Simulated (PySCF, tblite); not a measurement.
# C5HFN2: dynamics, then NMR shifts on frames

How do NMR shifts of C5HFN2 (`N#CC#C[C@@H](F)C#N`) change as the atoms move?

The runs use tblite 0.8.0 and PySCF 2.14.0, with density-fitted response routines of our own; the level of theory stands in each step. All values are computed, except where a source is named. Atoms are numbered from 0 throughout.

## 1. Starting geometry

9 atoms, charge 0, multiplicity 1; geometry from: GFN2-xTB.

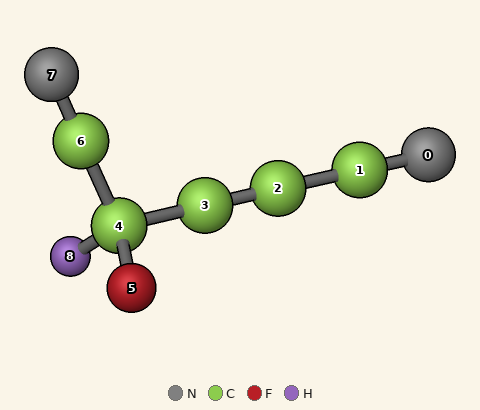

The starting geometry (nitrogen grey, carbon green, fluorine red, hydrogen purple), atoms numbered; sticks join atoms by distance.

## 2. Thermal motion with GFN2-xTB

Job settings and geometry (Å):

```
{"job": {"kind": "md", "xc": "GFN2-xTB", "basis": "xTB", "temperature": 300, "steps": 2000, "every": 50, "frames": 5}, "charge": 0, "multiplicity": 1}
N      3.880787     0.200693     0.689559
C      2.753289     0.071043     0.521315
C      1.411601    -0.086486     0.326256
C      0.232730    -0.256967     0.133619
C     -1.199731    -0.412877    -0.045098
F     -1.842910    -0.484629     1.172052
C     -1.706383     0.719832    -0.818111
N     -2.091307     1.606053    -1.422913
H     -1.424515    -1.350669    -0.581859
```

Method: GFN2-xTB Langevin dynamics, gas phase.

Command:

```bash
$ OMP_NUM_THREADS=1 python probes_run.py task.json out
```

The driver reads the jobs from task.json and runs them one after another.

Output:

```text
t/fs     T/K      E/eV
    0.0   279.1   -588.28538
   25.0   205.8   -588.08719
   50.0   209.2   -588.10636
   75.0   124.7   -588.00554
  100.0   259.2   -588.13347
  125.0   206.6   -588.09097
  150.0   237.8   -588.11697
  175.0   220.9   -588.03846
  200.0   211.2   -588.00648
  225.0   292.1   -588.03980
  250.0   300.5   -588.01133
  275.0   353.6   -588.11542
  300.0   207.8   -587.92452
  325.0   307.0   -588.05736
  350.0   263.2   -587.99485
  375.0   301.3   -588.03751
  400.0   333.6   -587.87386
  425.0   287.5   -587.84957
  450.0   440.5   -587.84498
  475.0   340.8   -587.87394
  500.0   365.8   -588.00558
  525.0   249.9   -587.77863
  550.0   283.8   -587.93887
  575.0   349.0   -587.95118
  600.0   375.5   -588.04362
  625.0   287.6   -587.94492
  650.0   355.3   -587.93533
  675.0   524.1   -588.01712
  700.0   388.9   -587.71623
  725.0   351.6   -587.65697
  750.0   544.3   -587.97224
  775.0   414.1   -587.93006
  800.0   277.8   -587.85449
  825.0   177.6   -587.83216
  850.0   398.5   -587.99156
  875.0   419.5   -588.10214
  900.0   398.2   -588.03114
  925.0   310.8   -588.04570
  950.0   210.6   -588.05212
  975.0   276.1   -588.09442
 1000.0   221.4   -588.10393
```

It took 6.6 s on 1 thread of Arm Neoverse V2, shared host; peak memory 0.18 GiB.

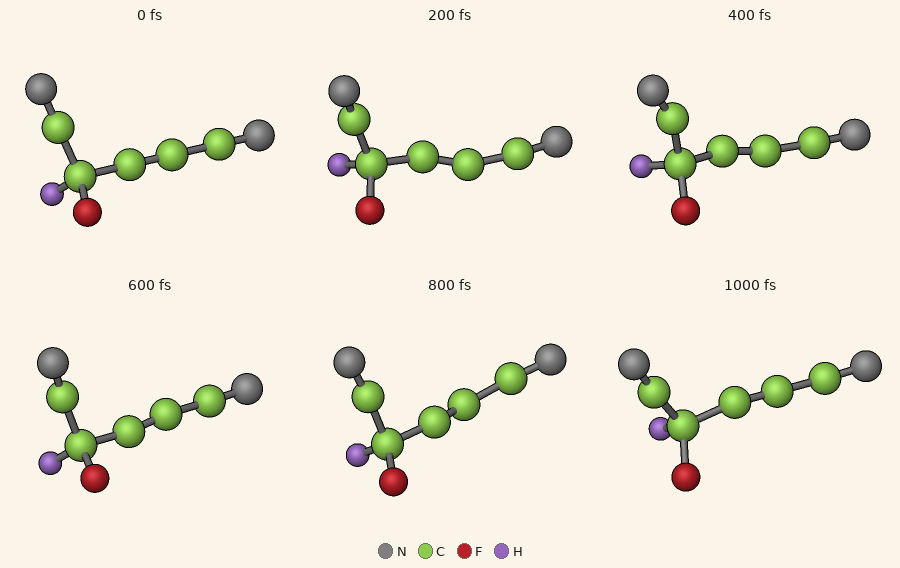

Frames of the run.

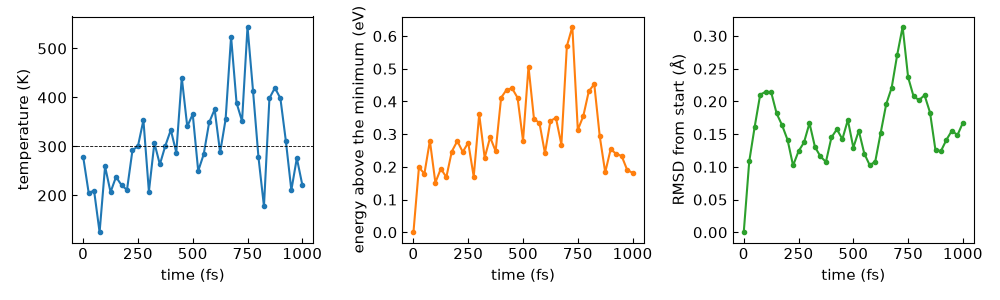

Temperature, potential energy and distance from the start.

Positions (Å) and forces (eV/Å) at 1000 fs:

```xyz
9

N     3.627    0.994    0.889    1.080    0.070    0.120
C     2.552    0.691    0.661   -1.025    0.288   -0.022
C     1.229    0.443    0.454   -1.178   -0.359   -0.199
C     0.038    0.252    0.280    0.340   -0.576    0.135
C    -1.291   -0.351    0.051   -0.330    0.957   -0.237
F    -1.750   -1.090    1.117    0.151    0.357    0.178
C    -2.289    0.710   -0.326   -0.584    1.128   -0.323
N    -3.002    1.578   -0.619    1.583   -2.044    0.676
H    -1.194   -1.098   -0.752   -0.037    0.180   -0.328
```

## 3. Nuclear shieldings: 250 fs, PBE0/pcSseg-1

Job settings and geometry (Å):

```
{"job": {"kind": "nmr", "xc": "PBE0", "basis": "pcSseg-1", "pop": false}, "charge": 0, "multiplicity": 1}
N      3.785100    -0.193300     1.051000
C      2.694400    -0.166100     0.665200
C      1.371800    -0.271100     0.355500
C      0.225500    -0.263300    -0.040700
C     -1.173200    -0.496000    -0.292800
F     -1.803700    -1.237500     0.743200
C     -1.738200     0.791500    -0.636500
N     -1.838100     1.849000    -0.995700
H     -1.222900    -1.175300    -1.220700
```

Level: GIAO PBE0/pcSseg-1 NMR shielding, non-relativistic, gas phase.

Output:

```text
coarse grid: 9264 points
cycle   1  E = -399.6546840453  dE =  1.425e+00  |g| = 7.655e-01  |ddm| = 3.349e+00
cycle   2  E = -399.1507413711  dE =  5.039e-01  |g| = 1.705e+00  |ddm| = 2.300e+00
cycle   3  E = -399.7722662224  dE = -6.215e-01  |g| = 2.214e-01  |ddm| = 1.559e+00
cycle   4  E = -399.7808316448  dE = -8.565e-03  |g| = 1.058e-01  |ddm| = 2.487e-01
cycle   5  E = -399.7831903335  dE = -2.359e-03  |g| = 4.010e-02  |ddm| = 1.040e-01
cycle   6  E = -399.7835363098  dE = -3.460e-04  |g| = 9.410e-03  |ddm| = 3.028e-02
cycle   7  E = -399.7835530523  dE = -1.674e-05  |g| = 2.562e-03  |ddm| = 1.027e-02
cycle   8  E = -399.7835543744  dE = -1.322e-06  |g| = 4.207e-04  |ddm| = 2.854e-03
final grid: 95000 points
cycle   9  E = -399.8371977425  dE = -2.446e-05  |g| = 5.097e-03  |ddm| = 5.165e-02
cycle  10  E = -399.8371940987  dE =  3.644e-06  |g| = 7.334e-03  |ddm| = 1.281e-02
cycle  11  E = -399.8372029127  dE = -8.814e-06  |g| = 9.414e-04  |ddm| = 6.953e-03
cycle  12  E = -399.8372030185  dE = -1.058e-07  |g| = 6.437e-04  |ddm| = 1.101e-03
cycle  13  E = -399.8372031069  dE = -8.836e-08  |g| = 1.294e-04  |ddm| = 5.515e-04
cycle  14  E = -399.8372031095  dE = -2.672e-09  |g| = 5.739e-05  |ddm| = 1.293e-04
cycle  15  E = -399.8372031103  dE = -7.213e-10  |g| = 1.947e-05  |ddm| = 5.267e-05
converged SCF energy = -399.8372031103

GIAO shielding tensors (ppm)
atom      isotropic    diamagn.    paramagn.     s11        s22        s33       span
  0 N      -68.669     339.816    -408.485   -267.298   -235.384    296.674    563.972
  1 C       74.536     264.680    -190.144    -34.356    -32.692    290.654    325.010
  2 C      107.413     246.830    -139.417     42.791     53.232    226.216    183.425
  3 C      110.707     265.487    -154.780      8.476     12.797    310.847    302.371
  4 C      115.716     236.637    -120.920     84.826     95.905    166.418     81.592
  5 F      349.432     469.605    -120.173    258.555    371.374    418.369    159.814
  6 C       73.130     263.957    -190.827    -39.673    -35.765    294.829    334.502
  7 N      -57.291     338.039    -395.330   -239.939   -195.439    263.504    503.442
  8 H       24.712      23.921       0.791     21.930     23.388     28.818      6.888
```

It took 11 s on 1 thread of Arm Neoverse V2, shared host; peak memory 0.66 GiB.

Shifts follow as δ = σ(reference) − σ, with reference shieldings (ppm) from runs at the same level and on the same kind of geometry: 1H TMS 31.72, 13C TMS 186.9, 19F CFCl3 170.9, 15N NH3 267.7. The references are single molecules in the gas phase, so shifts against H2O, NH3, PH3, H3PO4 or CFCl3 are not on the usual liquid scales and can be off by tens of ppm. Each atom is listed at this fixed geometry, with no averaging over motion; a spectrum would average atoms that exchange fast.

| atoms | environment | σ (ppm) | δ (ppm) |
| --- | --- | --- | --- |
| C6 | nitrile carbon | 73.1 | 113.8 |
| C1 | nitrile carbon | 74.5 | 112.4 |
| C2 | alkyne carbon | 107.4 | 79.5 |
| C3 | alkyne carbon | 110.7 | 76.2 |
| C4 | sp3 CH bonded to F, α to a nitrile | 115.7 | 71.2 |
| H8 | hydrogen on an sp3 CH bonded to F, α to a nitrile | 24.71 | 7.01 |
| N0 | nitrile nitrogen | -68.7 | 336.4 |
| N7 | nitrile nitrogen | -57.3 | 325.0 |
| F5 | fluorine on an sp3 carbon | 349.4 | -178.5 |

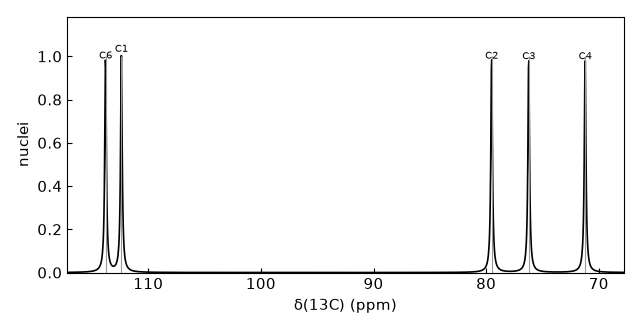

13C lines at the computed shifts, without couplings. Lines are broadened to a width of 0.17 ppm (Lorentzian).

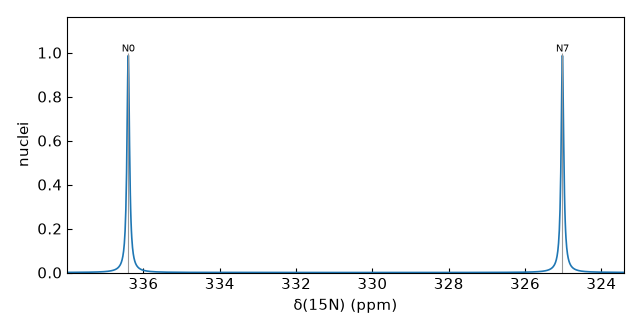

15N lines at the computed shifts, without couplings. Lines are broadened to a width of 0.08 ppm (Lorentzian).

## 4. Shielding tensors: 425 fs, PBE0/pcSseg-1

Job settings and geometry (Å):

```
{"job": {"kind": "nmr", "xc": "PBE0", "basis": "pcSseg-1", "pop": false}, "charge": 0, "multiplicity": 1}
N      4.021500    -0.449200     0.495100
C      2.878900    -0.431600     0.351100
C      1.498800    -0.445700     0.111900
C      0.335000    -0.642600    -0.212800
C     -1.111500    -0.574400    -0.167900
F     -1.550100    -1.072200     1.097000
C     -1.795700     0.645500    -0.394500
N     -2.296800     1.624500    -0.778100
H     -1.564100    -1.302100    -1.020100
```

Level: GIAO PBE0/pcSseg-1 NMR shielding, non-relativistic, gas phase.

Output:

```text
coarse grid: 9264 points
cycle   1  E = -399.6500592271  dE =  1.285e+00  |g| = 7.664e-01  |ddm| = 3.256e+00
cycle   2  E = -399.1172478908  dE =  5.328e-01  |g| = 1.744e+00  |ddm| = 2.283e+00
cycle   3  E = -399.7684093784  dE = -6.512e-01  |g| = 2.308e-01  |ddm| = 1.597e+00
cycle   4  E = -399.7774261214  dE = -9.017e-03  |g| = 1.056e-01  |ddm| = 2.523e-01
cycle   5  E = -399.7795732038  dE = -2.147e-03  |g| = 4.224e-02  |ddm| = 9.372e-02
cycle   6  E = -399.7799631904  dE = -3.900e-04  |g| = 1.268e-02  |ddm| = 3.484e-02
cycle   7  E = -399.7799948251  dE = -3.163e-05  |g| = 3.025e-03  |ddm| = 1.248e-02
cycle   8  E = -399.7799962172  dE = -1.392e-06  |g| = 1.501e-03  |ddm| = 3.043e-03
final grid: 95000 points
cycle   9  E = -399.8332534224  dE = -2.220e-05  |g| = 5.941e-03  |ddm| = 4.104e-02
cycle  10  E = -399.8332382935  dE =  1.513e-05  |g| = 1.068e-02  |ddm| = 1.455e-02
cycle  11  E = -399.8332599571  dE = -2.166e-05  |g| = 1.984e-03  |ddm| = 8.692e-03
cycle  12  E = -399.8332607912  dE = -8.341e-07  |g| = 6.480e-04  |ddm| = 1.955e-03
cycle  13  E = -399.8332608637  dE = -7.250e-08  |g| = 1.303e-04  |ddm| = 6.401e-04
cycle  14  E = -399.8332608649  dE = -1.255e-09  |g| = 1.009e-04  |ddm| = 1.450e-04
cycle  15  E = -399.8332608672  dE = -2.233e-09  |g| = 1.700e-05  |ddm| = 7.129e-05
cycle  16  E = -399.8332608672  dE = -5.502e-11  |g| = 5.139e-06  |ddm| = 1.912e-05
converged SCF energy = -399.8332608672

GIAO shielding tensors (ppm)
atom      isotropic    diamagn.    paramagn.     s11        s22        s33       span
  0 N      -58.465     339.075    -397.540   -248.066   -235.514    308.184    556.250
  1 C       76.202     261.814    -185.612    -30.369    -29.997    288.973    319.342
  2 C      102.093     250.087    -147.994     34.806     40.568    230.905    196.099
  3 C      111.342     262.426    -151.084      9.896     17.412    306.717    296.821
  4 C      111.933     236.988    -125.055     78.062     97.215    160.521     82.460
  5 F      333.302     470.609    -137.307    241.586    344.156    414.163    172.576
  6 C       67.501     261.874    -194.373    -49.629    -47.630    299.764    349.393
  7 N      -75.161     336.759    -411.920   -254.679   -211.684    240.881    495.560
  8 H       23.862      21.923       1.940     21.003     22.339     28.245      7.242
```

Wall time 11 s (1 thread of Arm Neoverse V2, shared host); peak memory 0.73 GiB.

This run: δ C6 119.4, C1 110.7, C2 84.8, C3 75.6, H8 7.85 ppm.

## 5. NMR shieldings: 625 fs, PBE0/pcSseg-1

Job settings and geometry (Å):

```
{"job": {"kind": "nmr", "xc": "PBE0", "basis": "pcSseg-1", "pop": false}, "charge": 0, "multiplicity": 1}
N      3.850000     0.068400     0.455000
C      2.704100    -0.158800     0.312600
C      1.419500    -0.426200     0.141700
C      0.256500    -0.736700     0.314800
C     -1.198800    -0.756600     0.235500
F     -1.899500    -0.793600     1.489400
C     -1.708700     0.518600    -0.387500
N     -2.155800     1.500700    -0.754800
H     -1.590400    -1.547800    -0.420900
```

Method: GIAO PBE0/pcSseg-1 NMR shielding, non-relativistic, gas phase.

Output:

```text
coarse grid: 9264 points
cycle   1  E = -399.6450220141  dE =  1.329e+00  |g| = 7.826e-01  |ddm| = 3.265e+00
cycle   2  E = -399.0146410606  dE =  6.304e-01  |g| = 1.854e+00  |ddm| = 2.330e+00
cycle   3  E = -399.7676897180  dE = -7.530e-01  |g| = 2.544e-01  |ddm| = 1.687e+00
cycle   4  E = -399.7790922753  dE = -1.140e-02  |g| = 1.217e-01  |ddm| = 2.841e-01
cycle   5  E = -399.7821805994  dE = -3.088e-03  |g| = 5.148e-02  |ddm| = 1.198e-01
cycle   6  E = -399.7827267744  dE = -5.462e-04  |g| = 1.126e-02  |ddm| = 3.716e-02
cycle   7  E = -399.7827498296  dE = -2.306e-05  |g| = 3.542e-03  |ddm| = 1.380e-02
cycle   8  E = -399.7827517160  dE = -1.886e-06  |g| = 2.093e-03  |ddm| = 3.736e-03
final grid: 95000 points
cycle   9  E = -399.8368861265  dE = -2.237e-05  |g| = 6.153e-03  |ddm| = 4.245e-02
cycle  10  E = -399.8368672897  dE =  1.884e-05  |g| = 1.123e-02  |ddm| = 1.413e-02
cycle  11  E = -399.8368936981  dE = -2.641e-05  |g| = 2.317e-03  |ddm| = 8.896e-03
cycle  12  E = -399.8368948237  dE = -1.126e-06  |g| = 7.140e-04  |ddm| = 2.041e-03
cycle  13  E = -399.8368949118  dE = -8.812e-08  |g| = 1.451e-04  |ddm| = 6.866e-04
cycle  14  E = -399.8368949137  dE = -1.887e-09  |g| = 1.033e-04  |ddm| = 1.399e-04
cycle  15  E = -399.8368949158  dE = -2.183e-09  |g| = 2.247e-05  |ddm| = 7.167e-05
cycle  16  E = -399.8368949159  dE = -6.912e-11  |g| = 1.371e-05  |ddm| = 2.733e-05
converged SCF energy = -399.8368949159

GIAO shielding tensors (ppm)
atom      isotropic    diamagn.    paramagn.     s11        s22        s33       span
  0 N      -78.358     338.783    -417.141   -274.613   -252.602    292.142    566.755
  1 C       70.861     260.979    -190.118    -39.826    -39.191    291.601    331.427
  2 C      107.594     251.925    -144.331     37.235     45.113    240.433    203.198
  3 C      109.420     257.800    -148.380      9.071     13.054    306.136    297.065
  4 C      109.174     241.895    -132.721     78.827     91.104    157.592     78.765
  5 F      343.031     468.935    -125.904    262.892    346.572    419.629    156.737
  6 C       69.217     263.804    -194.586    -48.793    -37.799    294.245    343.037
  7 N      -44.769     337.212    -381.981   -210.140   -194.520    270.354    480.494
  8 H       26.022      24.982       1.040     23.665     24.703     29.700      6.035
```

Run time: 11 s. Hardware: 1 thread of Arm Neoverse V2, shared host; peak memory 0.73 GiB.

Key values: δ C6 117.7, C1 116.1, C2 79.3, C4 77.8, H8 5.69 ppm.

## 6. Shielding tensors: 800 fs, PBE0/pcSseg-1

Job settings and geometry (Å):

```
{"job": {"kind": "nmr", "xc": "PBE0", "basis": "pcSseg-1", "pop": false}, "charge": 0, "multiplicity": 1}
N      3.696100     0.843100     0.460500
C      2.661400     0.372500     0.317800
C      1.358200    -0.198700     0.250800
C      0.201000    -0.252000     0.540500
C     -1.166700    -0.657800     0.496600
F     -1.822800    -0.789200     1.707200
C     -1.732900     0.561400    -0.117100
N     -2.263800     1.448800    -0.599400
H     -1.392400    -1.472700    -0.168200
```

Level: GIAO PBE0/pcSseg-1 NMR shielding, non-relativistic, gas phase.

Output:

```text
coarse grid: 9264 points
cycle   1  E = -399.6457285019  dE =  1.459e+00  |g| = 7.686e-01  |ddm| = 3.230e+00
cycle   2  E = -399.1597260804  dE =  4.860e-01  |g| = 1.685e+00  |ddm| = 1.893e+00
cycle   3  E = -399.7648566409  dE = -6.051e-01  |g| = 2.155e-01  |ddm| = 1.371e+00
cycle   4  E = -399.7729475590  dE = -8.091e-03  |g| = 9.432e-02  |ddm| = 2.113e-01
cycle   5  E = -399.7745892310  dE = -1.642e-03  |g| = 3.780e-02  |ddm| = 8.253e-02
cycle   6  E = -399.7749050737  dE = -3.158e-04  |g| = 1.122e-02  |ddm| = 3.172e-02
cycle   7  E = -399.7749292810  dE = -2.421e-05  |g| = 3.519e-03  |ddm| = 1.006e-02
cycle   8  E = -399.7749313311  dE = -2.050e-06  |g| = 1.454e-03  |ddm| = 2.998e-03
final grid: 95000 points
cycle   9  E = -399.8284033084  dE = -2.515e-05  |g| = 5.927e-03  |ddm| = 3.313e-02
cycle  10  E = -399.8283923099  dE =  1.100e-05  |g| = 9.732e-03  |ddm| = 1.199e-02
cycle  11  E = -399.8284096850  dE = -1.738e-05  |g| = 2.159e-03  |ddm| = 7.402e-03
cycle  12  E = -399.8284106387  dE = -9.537e-07  |g| = 6.586e-04  |ddm| = 1.738e-03
cycle  13  E = -399.8284107143  dE = -7.565e-08  |g| = 1.487e-04  |ddm| = 5.827e-04
cycle  14  E = -399.8284107171  dE = -2.781e-09  |g| = 1.019e-04  |ddm| = 1.599e-04
cycle  15  E = -399.8284107196  dE = -2.433e-09  |g| = 1.556e-05  |ddm| = 7.370e-05
cycle  16  E = -399.8284107196  dE = -2.785e-11  |g| = 1.050e-05  |ddm| = 1.845e-05
converged SCF energy = -399.8284107196

GIAO shielding tensors (ppm)
atom      isotropic    diamagn.    paramagn.     s11        s22        s33       span
  0 N      -53.892     338.861    -392.753   -243.014   -220.192    301.530    544.544
  1 C       77.712     261.066    -183.355    -29.383    -26.764    289.281    318.664
  2 C      106.998     258.775    -151.777     36.055     52.354    232.585    196.530
  3 C      106.405     258.893    -152.488      7.032     12.265    299.918    292.886
  4 C      119.859     241.776    -121.917     89.352     99.356    170.869     81.517
  5 F      382.576     465.880     -83.304    346.933    383.229    417.567     70.635
  6 C       70.532     262.459    -191.927    -48.082    -36.723    296.399    344.481
  7 N      -50.961     337.143    -388.103   -217.149   -194.118    258.385    475.534
  8 H       26.317      26.672      -0.355     23.593     25.377     29.981      6.388
```

Wall time 11 s (1 thread of Arm Neoverse V2, shared host); peak memory 0.73 GiB.

Key values: δ C6 116.4, C1 109.2, C3 80.5, C2 79.9, H8 5.40 ppm.

## 7. Shielding tensors: 1000 fs, PBE0/pcSseg-1

Job settings and geometry (Å):

```
{"job": {"kind": "nmr", "xc": "PBE0", "basis": "pcSseg-1", "pop": false}, "charge": 0, "multiplicity": 1}
N      3.626800     0.994100     0.889400
C      2.552100     0.690900     0.661000
C      1.228800     0.443200     0.453800
C      0.038300     0.252200     0.280000
C     -1.291100    -0.351500     0.050900
F     -1.749900    -1.090100     1.117300
C     -2.289200     0.710000    -0.325900
N     -3.001900     1.577900    -0.618600
H     -1.193600    -1.098000    -0.751600
```

With the program's defaults for keys left out, this is: GIAO PBE0/pcSseg-1 NMR shielding, non-relativistic, gas phase.

Output:

```text
coarse grid: 9264 points
cycle   1  E = -399.6594131089  dE =  1.343e+00  |g| = 7.727e-01  |ddm| = 3.349e+00
cycle   2  E = -399.0989156849  dE =  5.605e-01  |g| = 1.767e+00  |ddm| = 2.204e+00
cycle   3  E = -399.7797358442  dE = -6.808e-01  |g| = 2.340e-01  |ddm| = 1.565e+00
cycle   4  E = -399.7895090277  dE = -9.773e-03  |g| = 9.854e-02  |ddm| = 2.228e-01
cycle   5  E = -399.7913197504  dE = -1.811e-03  |g| = 4.364e-02  |ddm| = 8.746e-02
cycle   6  E = -399.7917490381  dE = -4.293e-04  |g| = 1.010e-02  |ddm| = 3.274e-02
cycle   7  E = -399.7917680482  dE = -1.901e-05  |g| = 2.959e-03  |ddm| = 9.464e-03
cycle   8  E = -399.7917693929  dE = -1.345e-06  |g| = 1.381e-03  |ddm| = 2.982e-03
final grid: 95000 points
cycle   9  E = -399.8463176054  dE = -2.364e-05  |g| = 5.853e-03  |ddm| = 5.995e-02
cycle  10  E = -399.8463046097  dE =  1.300e-05  |g| = 1.010e-02  |ddm| = 1.319e-02
cycle  11  E = -399.8463237645  dE = -1.915e-05  |g| = 2.170e-03  |ddm| = 8.331e-03
cycle  12  E = -399.8463247695  dE = -1.005e-06  |g| = 5.824e-04  |ddm| = 1.910e-03
cycle  13  E = -399.8463248261  dE = -5.664e-08  |g| = 9.845e-05  |ddm| = 5.267e-04
cycle  14  E = -399.8463248266  dE = -4.769e-10  |g| = 7.756e-05  |ddm| = 1.090e-04
cycle  15  E = -399.8463248280  dE = -1.402e-09  |g| = 1.523e-05  |ddm| = 5.604e-05
cycle  16  E = -399.8463248280  dE = -4.707e-11  |g| = 4.415e-06  |ddm| = 1.456e-05
converged SCF energy = -399.8463248280

GIAO shielding tensors (ppm)
atom      isotropic    diamagn.    paramagn.     s11        s22        s33       span
  0 N      -55.394     340.753    -396.147   -245.876   -230.928    310.622    556.497
  1 C       78.097     264.826    -186.730    -28.040    -27.649    289.979    318.018
  2 C      108.809     244.342    -135.532     41.480     45.028    239.919    198.439
  3 C      109.820     263.434    -153.614      9.270     14.836    305.354    296.083
  4 C      111.417     236.841    -125.424     83.615     97.174    153.461     69.845
  5 F      373.895     467.905     -94.010    300.740    395.454    425.492    124.752
  6 C       67.956     261.333    -193.378    -47.447    -42.528    293.843    341.290
  7 N      -61.515     335.744    -397.259   -237.378   -222.329    275.163    512.541
  8 H       25.484      25.886      -0.402     22.740     24.749     28.963      6.223
```

Wall time 11 s (1 thread of Arm Neoverse V2, shared host); peak memory 0.73 GiB.

In short: δ C6 119.0, C1 108.8, C2 78.1, C3 77.1, H8 6.23 ppm.

## 8. Side by side: NMR shifts

Shifts (ppm) of some atoms, chosen among heavy atoms and hydrogens apart, with basis size and wall time:

| frame | C1 | C4 | H8 | N0 | N7 | F5 | functions | time |
| --- | --- | --- | --- | --- | --- | --- | --- | --- |
| 250 fs | 112.4 | 71.2 | 7.01 | 336.4 | 325.0 | -178.5 | 141 | 11 s |
| 425 fs | 110.7 | 75.0 | 7.85 | 326.2 | 342.9 | -162.4 | 141 | 11 s |
| 625 fs | 116.1 | 77.8 | 5.69 | 346.1 | 312.5 | -172.1 | 141 | 11 s |
| 800 fs | 109.2 | 67.1 | 5.40 | 321.6 | 318.7 | -211.6 | 141 | 11 s |
| 1000 fs | 108.8 | 75.5 | 6.23 | 323.1 | 329.2 | -202.9 | 141 | 11 s |

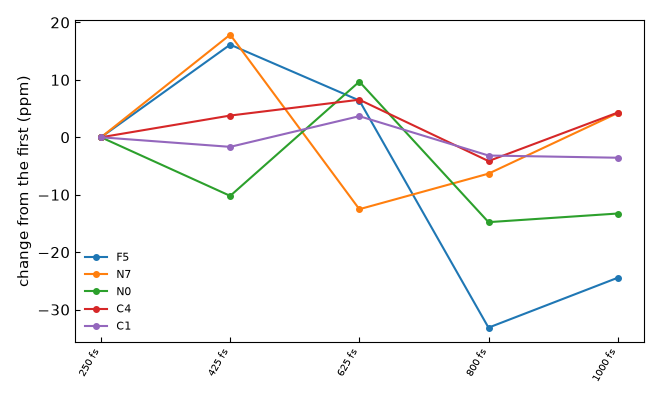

How five of the tabulated atoms move from run to run.

## 9. Outcome

| quantity | value |
| --- | --- |
| thermostat | 300 K |
| mean temperature, second half | 342 K |
| mean potential energy above the minimum | 0.33 eV |
| 13C shifts against TMS (PBE0/pcSseg-1, 250 fs) | 113.8, 112.4, 79.5, 76.2, 71.2 ppm |
| 1H shifts against TMS (PBE0/pcSseg-1, 250 fs) | 7.01 ppm |
| 15N shifts against NH3 (PBE0/pcSseg-1, 250 fs) | 336.4, 325.0 ppm |
| 19F shifts against CFCl3 (PBE0/pcSseg-1, 250 fs) | -178.5 ppm |
| range of the shift of F5 | -211.6 to -162.4 ppm |

What this shows: In the second half the potential energy averages 0.33 eV above the minimum; equipartition over 21 harmonic modes at 300 K would give 0.27 eV. With 9 atoms the temperature swings widely (125 to 544 K). Shifts at one fixed geometry are not the observed spectrum, which averages over the motion. In the first frame run (250 fs): The largest span, 564 ppm, is at N0, where the paramagnetic term is -408 ppm. Across the 5 runs the shift of F5 moves most, between -211.6 (800 fs) and -162.4 ppm (425 fs).
